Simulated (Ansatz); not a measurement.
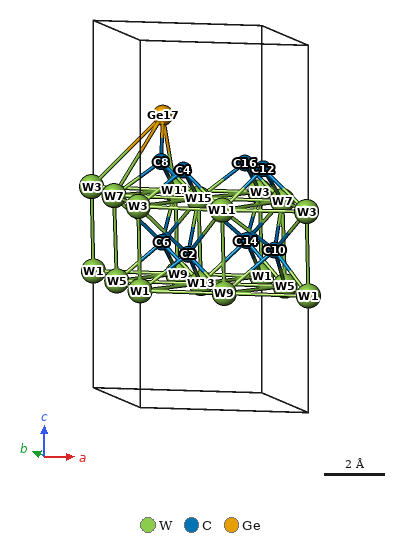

The starting structure (ball-and-stick view of the cell of the calculation, with the vacuum cut short, seen slightly off an axis; atoms are numbered from 1 in the order of the input). An atom can appear more than once, as a periodic image.

Molecular dynamics of GeW₈C₈ (part 1 of 3)

- system: GeW₈C₈ (slab, 17 atoms in the cell)
- method: DFT PBEsol, scalar-relativistic, plane waves, PAW, PAW set soft_1, no spin polarisation (Ansatz 0.2.0)

The structure derives from an entry of the Crystallography Open Database. The input holds or restrains some coordinates. It belongs to a series of runs on one base structure; here: dynamics from the last frame of the run before. Figures and captions count atoms from 1; the log counts them from 0 in places.

Output
```
Warning: md: disabling space-group detection — thermal motion breaks the input geometry's symmetry, so no spatial operation reduces the k-mesh or symmetrises the density; time reversal is kept, so that k and −k are solved as one point where they differ and the mesh holds both, and exact exchange and, on two spinor components, a DFT+U term hold to it where the run has them: on two components no moment then forms, and a state that bears one, which a typed moment (crystal.atoms[].spin; refused beside efield: under a hybrid functional) reaches, can lie lower, under hf by electronvolts; crystal.symmetry.detect: false (a key that needs symmetry detection or time reversal refuses this as the deck is read) with time_reversal: false beside it drops time reversal too
Warning: [file] the record states the generating functional pbe (its physics header spells it `PBE`), which answers neither for hamiltonian.xc's functional nor for the pbesol family's — results may be inconsistent (PPs are generated against a specific XC)
Warning: [file] the record states the generating functional pbe (its physics header spells it `PBE`), which answers neither for hamiltonian.xc's functional nor for the pbesol family's — results may be inconsistent (PPs are generated against a specific XC)
Warning: [file] the record states the generating functional pbe (its physics header spells it `PBE`), which answers neither for hamiltonian.xc's functional nor for the pbesol family's — results may be inconsistent (PPs are generated against a specific XC)
Engine: ansatz 0.2.0, aarch64-unknown-linux-gnu
Pseudopotentials: kind: paw
Pseudopotential: W, paw, valence charge 14, recommended cutoff 420 eV (normal), [file]
Pseudopotential: C, paw, valence charge 4, recommended cutoff 420 eV (normal), [file]
Pseudopotential: Ge, paw, valence charge 14, recommended cutoff 420 eV (normal), [file]
Functional definition: PBEsol
  exchange = pbesol_x
  correlation = pbesol_c
Crystal: 17 atoms, lattice volume = 503.722 Å³
Basis set: ecut = 420 eV, 9861 PW (Γ), exchange–correlation on 80×80×240 points (8 copies of the dense FFT grid, shifted against one another)
Bands: 96, of which v1, the nominal top of the filled ones, is band 79 counted from 1 (78 counted from 0)
Symmetry: 1 space group operations
k-points: 5 of 9 (time reversal used)
Non-local potential: W, projectors of the file, l = 0: 3, l = 1: 2, l = 2: 2, l = 3: 1
Non-local potential: C, projectors of the file, l = 0: 2, l = 1: 2, l = 2: 1
Non-local potential: Ge, projectors of the file, l = 0: 2, l = 1: 2, l = 2: 3, l = 3: 1
PAW form: soft (Blöchl's): semilocal exchange-correlation on the pseudo side does not see the compensation charge
PAW frozen core: W, regenerated for the run's functional, and the local potential with it (the file was generated under x = pbe(κ = 0.804, μ = 0.2195149727645171), c = pbe(β = 0.06672455060314922))
PAW frozen core: C, regenerated for the run's functional, and the local potential with it (the file was generated under x = pbe(κ = 0.804, μ = 0.2195149727645171), c = pbe(β = 0.06672455060314922))
PAW frozen core: Ge, regenerated for the run's functional, and the local potential with it (the file was generated under x = pbe(κ = 0.804, μ = 0.2195149727645171), c = pbe(β = 0.06672455060314922))
PAW one-centre angular grid: W, 590 points (default); XC on 64 Gauss nodes
PAW one-centre angular grid: C, 110 points (default); XC on 64 Gauss nodes
PAW one-centre angular grid: Ge, 590 points (default); XC on 64 Gauss nodes
Initial density: superposition of atomic densities (neutral atoms: chi_scale 0, normalization atom)
Initial wavefunctions: pseudopotential atomic-orbital guess
Functional: x = pbesol(κ = 0.804, μ = 0.12345679012345678), c = pbesol(β = 0.046)
SCF iter   1: F=—  HF=-88288.614710 eV  |F-HF|=—  |Δ(HF+E_count)|=         —  Δρ=8.69e-2  dr2=1.36e2  ethr=3.10e-3  ⟨swp⟩=8.2  Hψ=2252  notcnv=0  defer=17
preconditioner: auto → LDOS  [metal: Δε(μ)=0.033 eV  Ē_g=9.859 eV  σ=0.050 eV  W_gap=0.16  n_scr=96 (ndim 8)  ℏωp=16.0 eV  f_vac=0.516  D(μ)=16.53/eV (n_scr^D=120)  β→1.0]
SCF iter   2: F=—  HF=-88277.213017 eV  |F-HF|=—  |Δ(HF+E_count)|=    1.14e1  Δρ=5.69e-2  dr2=1.73e1  ethr=3.10e-3  ⟨swp⟩=4.0  Hψ=1311  notcnv=0  defer=31
SCF iter   3: F=—  HF=-88273.578644 eV  |F-HF|=—  |Δ(HF+E_count)|=    3.63e0  Δρ=1.15e-2  dr2=9.21e-1  ethr=3.10e-3  ⟨swp⟩=3.4  Hψ=1031  notcnv=0  defer=23
SCF iter   4: F=—  HF=-88273.343199 eV  |F-HF|=—  |Δ(HF+E_count)|=   2.35e-1  Δρ=3.11e-3  dr2=8.04e-2  ethr=5.83e-4  ⟨swp⟩=3.4  Hψ=1087  notcnv=0  defer=23
SCF iter   5: F=—  HF=-88273.336548 eV  |F-HF|=—  |Δ(HF+E_count)|=   6.65e-3  Δρ=1.33e-3  dr2=1.35e-2  ethr=5.09e-5  ⟨swp⟩=2.2  Hψ=876  notcnv=0  defer=23
SCF iter   6: F=—  HF=-88273.335442 eV  |F-HF|=—  |Δ(HF+E_count)|=   1.11e-3  Δρ=5.38e-4  dr2=2.50e-3  ethr=8.51e-6  ⟨swp⟩=2.6  Hψ=708  notcnv=0  defer=23
SCF iter   7: F=—  HF=-88273.335394 eV  |F-HF|=—  |Δ(HF+E_count)|=   4.82e-5  Δρ=2.64e-4  dr2=7.24e-4  ethr=1.58e-6  ⟨swp⟩=2.4  Hψ=735  notcnv=0  defer=23
SCF iter   8: F=—  HF=-88273.335332 eV  |F-HF|=—  |Δ(HF+E_count)|=   6.22e-5  Δρ=1.04e-4  dr2=1.02e-4  ethr=4.58e-7  ⟨swp⟩=2.0  Hψ=644  notcnv=0  defer=23
SCF iter   9: F=—  HF=-88273.335340 eV  |F-HF|=—  |Δ(HF+E_count)|=   7.85e-6  Δρ=3.86e-5  dr2=1.72e-5  ethr=6.47e-8  ⟨swp⟩=2.2  Hψ=679  notcnv=0  defer=23
SCF iter  10: F=—  HF=-88273.335371 eV  |F-HF|=—  |Δ(HF+E_count)|=   3.11e-5  Δρ=1.72e-5  dr2=3.24e-6  ethr=1.09e-8  ⟨swp⟩=2.0  Hψ=666  notcnv=0  defer=23
SCF iter  11: F=—  HF=-88273.335505 eV  |F-HF|=—  |Δ(HF+E_count)|=   1.34e-4  Δρ=7.96e-6  dr2=7.32e-7  ethr=2.05e-9  ⟨swp⟩=2.2  Hψ=702  notcnv=0  defer=23
SCF iter  12: F=—  HF=-88273.335505 eV  |F-HF|=—  |Δ(HF+E_count)|=   5.64e-8  Δρ=3.27e-6  dr2=1.25e-7  ethr=4.63e-10  ⟨swp⟩=2.2  Hψ=671  notcnv=0  defer=23
SCF iter  13: F=—  HF=-88273.335505 eV  |F-HF|=—  |Δ(HF+E_count)|=  4.22e-10  Δρ=1.62e-6  dr2=2.93e-8  ethr=7.90e-11  ⟨swp⟩=2.2  Hψ=661  notcnv=0  defer=23
SCF iter  14: F=-88273.335505 eV  HF=-88273.335505 eV  |F-HF|=2.92e-9  |Δ(HF+E_count)|=   1.16e-9  Δρ=7.09e-7  dr2=5.52e-9  ethr=1.08e-11  ⟨swp⟩=5.0  Hψ=1685  notcnv=0
SCF 1 converged in 14 iterations: F = -88273.335505 eV  dr2 = 5.52e-9
  greatest PAW one-centre occupation: 0.999 electrons in one spin orbital (limit 2), on the W atom at site 14 (counted from 0), in its partial waves of l = 0
md step     0: t =     0.00 fs  T =  1350.0 K  F+E_penalty+E_count = -88273.33550464 eV  E_kin = 2.268513 eV  (14 SCF iters)
Initial density: handed on by an earlier stage of this run
Initial wavefunctions: those handed on with the density
iter 1 solved again at ethr=1.47e-5 eV; its pass at ethr=3.10e-3 eV (dr2=2.32e-2 eV) is discarded
SCF iter   1: F=—  HF=-88273.315691 eV  |F-HF|=—  |Δ(HF+E_count)|=         —  Δρ=1.74e-3  dr2=2.61e-2  ethr=1.47e-5  ⟨swp⟩=5.4  Hψ=2185  notcnv=0  defer=3
preconditioner: auto → LDOS  [metal: Δε(μ)=0.101 eV  Ē_g=7.036 eV  σ=0.050 eV  W_gap=0.46  n_scr=96 (ndim 8)  ℏωp=15.2 eV  f_vac=0.529  D(μ)=6.65/eV (n_scr^D=38)  β→1.0]
SCF iter   2: F=—  HF=-88273.313911 eV  |F-HF|=—  |Δ(HF+E_count)|=   1.78e-3  Δρ=1.31e-3  dr2=1.84e-2  ethr=1.47e-5  ⟨swp⟩=2.4  Hψ=922  notcnv=0
SCF iter   3: F=—  HF=-88273.309132 eV  |F-HF|=—  |Δ(HF+E_count)|=   4.78e-3  Δρ=2.50e-4  dr2=7.42e-4  ethr=1.16e-5  ⟨swp⟩=2.0  Hψ=793  notcnv=0
SCF iter   4: F=—  HF=-88273.308999 eV  |F-HF|=—  |Δ(HF+E_count)|=   1.33e-4  Δρ=9.19e-5  dr2=1.18e-4  ethr=4.70e-7  ⟨swp⟩=3.6  Hψ=1026  notcnv=0
SCF iter   5: F=—  HF=-88273.309008 eV  |F-HF|=—  |Δ(HF+E_count)|=   9.79e-6  Δρ=4.59e-5  dr2=3.15e-5  ethr=7.44e-8  ⟨swp⟩=2.0  Hψ=613  notcnv=0
SCF iter   6: F=—  HF=-88273.309011 eV  |F-HF|=—  |Δ(HF+E_count)|=   3.07e-6  Δρ=1.67e-5  dr2=3.70e-6  ethr=1.99e-8  ⟨swp⟩=2.0  Hψ=593  notcnv=0
SCF iter   7: F=—  HF=-88273.309151 eV  |F-HF|=—  |Δ(HF+E_count)|=   1.39e-4  Δρ=7.71e-6  dr2=8.41e-7  ethr=2.34e-9  ⟨swp⟩=2.0  Hψ=681  notcnv=0
[...]
md step     1: t =     1.00 fs  T =  1350.5 K  F+E_penalty+E_count = -88273.30915069 eV  E_kin = 2.269422 eV  (10 SCF iters)
[... from here on the SCF iterations and repeated set-up lines of each step are left out, up to the last step ...]
md step     2: t =     2.00 fs  T =  1500.1 K  F+E_penalty+E_count = -88273.26487620 eV  E_kin = 2.520760 eV  (9 SCF iters)
md step     3: t =     3.00 fs  T =  1480.6 K  F+E_penalty+E_count = -88273.20643952 eV  E_kin = 2.487902 eV  (9 SCF iters)
md step     4: t =     4.00 fs  T =  1679.7 K  F+E_penalty+E_count = -88273.13266362 eV  E_kin = 2.822454 eV  (9 SCF iters)
md step     5: t =     5.00 fs  T =  1375.7 K  F+E_penalty+E_count = -88273.03802714 eV  E_kin = 2.311754 eV  (7 SCF iters)
md step     6: t =     6.00 fs  T =  1414.6 K  F+E_penalty+E_count = -88272.93660848 eV  E_kin = 2.377114 eV  (7 SCF iters)
md step     7: t =     7.00 fs  T =  1345.7 K  F+E_penalty+E_count = -88272.82814083 eV  E_kin = 2.261218 eV  (7 SCF iters)
md step     8: t =     8.00 fs  T =  1432.9 K  F+E_penalty+E_count = -88272.71959497 eV  E_kin = 2.407898 eV  (7 SCF iters)
md step     9: t =     9.00 fs  T =  1361.0 K  F+E_penalty+E_count = -88272.62781588 eV  E_kin = 2.286970 eV  (7 SCF iters)
md step    10: t =    10.00 fs  T =  1281.9 K  F+E_penalty+E_count = -88272.54272899 eV  E_kin = 2.154086 eV  (10 SCF iters)
md step    11: t =    11.00 fs  T =  1161.2 K  F+E_penalty+E_count = -88272.47213650 eV  E_kin = 1.951301 eV  (8 SCF iters)
md step    12: t =    12.00 fs  T =  1205.1 K  F+E_penalty+E_count = -88272.40707682 eV  E_kin = 2.024984 eV  (7 SCF iters)
md step    13: t =    13.00 fs  T =  1425.5 K  F+E_penalty+E_count = -88272.31858675 eV  E_kin = 2.395367 eV  (7 SCF iters)
md step    14: t =    14.00 fs  T =  1121.7 K  F+E_penalty+E_count = -88272.23894800 eV  E_kin = 1.884942 eV  (7 SCF iters)
md step    15: t =    15.00 fs  T =  1239.5 K  F+E_penalty+E_count = -88272.19215986 eV  E_kin = 2.082899 eV  (7 SCF iters)
md step    16: t =    16.00 fs  T =  1522.2 K  F+E_penalty+E_count = -88272.15944189 eV  E_kin = 2.557875 eV  (7 SCF iters)
md step    17: t =    17.00 fs  T =  1438.2 K  F+E_penalty+E_count = -88272.14310807 eV  E_kin = 2.416684 eV  (7 SCF iters)
md step    18: t =    18.00 fs  T =  1468.4 K  F+E_penalty+E_count = -88272.15570830 eV  E_kin = 2.467441 eV  (7 SCF iters)
md step    19: t =    19.00 fs  T =  1514.2 K  F+E_penalty+E_count = -88272.20037516 eV  E_kin = 2.544399 eV  (7 SCF iters)
md step    20: t =    20.00 fs  T =  1583.3 K  F+E_penalty+E_count = -88272.26215961 eV  E_kin = 2.660575 eV  (9 SCF iters)
md step    21: t =    21.00 fs  T =  1674.4 K  F+E_penalty+E_count = -88272.32433437 eV  E_kin = 2.813579 eV  (8 SCF iters)
md step    22: t =    22.00 fs  T =  1839.4 K  F+E_penalty+E_count = -88272.38047787 eV  E_kin = 3.090826 eV  (8 SCF iters)
md step    23: t =    23.00 fs  T =  1956.0 K  F+E_penalty+E_count = -88272.41251655 eV  E_kin = 3.286788 eV  (8 SCF iters)
md step    24: t =    24.00 fs  T =  1926.3 K  F+E_penalty+E_count = -88272.42189256 eV  E_kin = 3.236967 eV  (7 SCF iters)
md step    25: t =    25.00 fs  T =  1608.6 K  F+E_penalty+E_count = -88272.41427396 eV  E_kin = 2.703091 eV  (7 SCF iters)
md step    26: t =    26.00 fs  T =  1557.3 K  F+E_penalty+E_count = -88272.36394074 eV  E_kin = 2.616875 eV  (8 SCF iters)
md step    27: t =    27.00 fs  T =  1524.3 K  F+E_penalty+E_count = -88272.26649370 eV  E_kin = 2.561429 eV  (8 SCF iters)
md step    28: t =    28.00 fs  T =  1454.7 K  F+E_penalty+E_count = -88272.15359490 eV  E_kin = 2.444374 eV  (7 SCF iters)
md step    29: t =    29.00 fs  T =  1293.9 K  F+E_penalty+E_count = -88272.04468083 eV  E_kin = 2.174194 eV  (7 SCF iters)
md step    30: t =    30.00 fs  T =  1312.7 K  F+E_penalty+E_count = -88271.94027291 eV  E_kin = 2.205850 eV  (9 SCF iters)
md step    31: t =    31.00 fs  T =  1090.0 K  F+E_penalty+E_count = -88271.83906574 eV  E_kin = 1.831557 eV  (7 SCF iters)
md step    32: t =    32.00 fs  T =  1252.3 K  F+E_penalty+E_count = -88271.73426016 eV  E_kin = 2.104373 eV  (7 SCF iters)
md step    33: t =    33.00 fs  T =   934.1 K  F+E_penalty+E_count = -88271.63902714 eV  E_kin = 1.569687 eV  (7 SCF iters)
md step    34: t =    34.00 fs  T =  1059.8 K  F+E_penalty+E_count = -88271.57980263 eV  E_kin = 1.780879 eV  (7 SCF iters)
md step    35: t =    35.00 fs  T =  1086.6 K  F+E_penalty+E_count = -88271.55302953 eV  E_kin = 1.825843 eV  (7 SCF iters)
md step    36: t =    36.00 fs  T =  1303.0 K  F+E_penalty+E_count = -88271.55620806 eV  E_kin = 2.189526 eV  (8 SCF iters)
md step    37: t =    37.00 fs  T =  1198.3 K  F+E_penalty+E_count = -88271.55784271 eV  E_kin = 2.013542 eV  (7 SCF iters)
md step    38: t =    38.00 fs  T =  1286.8 K  F+E_penalty+E_count = -88271.55118393 eV  E_kin = 2.162347 eV  (7 SCF iters)
md step    39: t =    39.00 fs  T =  1449.5 K  F+E_penalty+E_count = -88271.56232932 eV  E_kin = 2.435721 eV  (8 SCF iters)
md step    40: t =    40.00 fs  T =  1740.3 K  F+E_penalty+E_count = -88271.60738196 eV  E_kin = 2.924426 eV  (10 SCF iters)
md step    41: t =    41.00 fs  T =  1651.8 K  F+E_penalty+E_count = -88271.67010560 eV  E_kin = 2.775713 eV  (7 SCF iters)
md step    42: t =    42.00 fs  T =  1907.8 K  F+E_penalty+E_count = -88271.73486654 eV  E_kin = 3.205762 eV  (7 SCF iters)
md step    43: t =    43.00 fs  T =  1931.9 K  F+E_penalty+E_count = -88271.79990441 eV  E_kin = 3.246336 eV  (7 SCF iters)
md step    44: t =    44.00 fs  T =  2011.3 K  F+E_penalty+E_count = -88271.84249282 eV  E_kin = 3.379728 eV  (8 SCF iters)
md step    45: t =    45.00 fs  T =  2040.2 K  F+E_penalty+E_count = -88271.84575633 eV  E_kin = 3.428282 eV  (7 SCF iters)
md step    46: t =    46.00 fs  T =  1861.2 K  F+E_penalty+E_count = -88271.82141514 eV  E_kin = 3.127458 eV  (7 SCF iters)
md step    47: t =    47.00 fs  T =  1883.3 K  F+E_penalty+E_count = -88271.79710824 eV  E_kin = 3.164672 eV  (6 SCF iters)
md step    48: t =    48.00 fs  T =  2007.0 K  F+E_penalty+E_count = -88271.77827360 eV  E_kin = 3.372600 eV  (8 SCF iters)
md step    49: t =    49.00 fs  T =  1837.0 K  F+E_penalty+E_count = -88271.75364558 eV  E_kin = 3.086780 eV  (6 SCF iters)
md step    50: t =    50.00 fs  T =  1745.8 K  F+E_penalty+E_count = -88271.75120465 eV  E_kin = 2.933573 eV  (9 SCF iters)
md step    51: t =    51.00 fs  T =  2103.3 K  F+E_penalty+E_count = -88271.77437780 eV  E_kin = 3.534367 eV  (8 SCF iters)
md step    52: t =    52.00 fs  T =  1944.4 K  F+E_penalty+E_count = -88271.79979083 eV  E_kin = 3.267303 eV  (8 SCF iters)
md step    53: t =    53.00 fs  T =  1931.2 K  F+E_penalty+E_count = -88271.81994546 eV  E_kin = 3.245112 eV  (8 SCF iters)
md step    54: t =    54.00 fs  T =  1973.5 K  F+E_penalty+E_count = -88271.80720349 eV  E_kin = 3.316286 eV  (8 SCF iters)
md step    55: t =    55.00 fs  T =  2115.3 K  F+E_penalty+E_count = -88271.74095797 eV  E_kin = 3.554483 eV  (7 SCF iters)
md step    56: t =    56.00 fs  T =  2026.6 K  F+E_penalty+E_count = -88271.63465338 eV  E_kin = 3.405484 eV  (8 SCF iters)
md step    57: t =    57.00 fs  T =  1905.1 K  F+E_penalty+E_count = -88271.50098933 eV  E_kin = 3.201220 eV  (7 SCF iters)
md step    58: t =    58.00 fs  T =  1788.2 K  F+E_penalty+E_count = -88271.34811336 eV  E_kin = 3.004839 eV  (8 SCF iters)
md step    59: t =    59.00 fs  T =  1558.2 K  F+E_penalty+E_count = -88271.18286835 eV  E_kin = 2.618327 eV  (8 SCF iters)
md step    60: t =    60.00 fs  T =  1367.9 K  F+E_penalty+E_count = -88271.02251766 eV  E_kin = 2.298609 eV  (10 SCF iters)
md step    61: t =    61.00 fs  T =  1193.3 K  F+E_penalty+E_count = -88270.88134361 eV  E_kin = 2.005192 eV  (7 SCF iters)
```
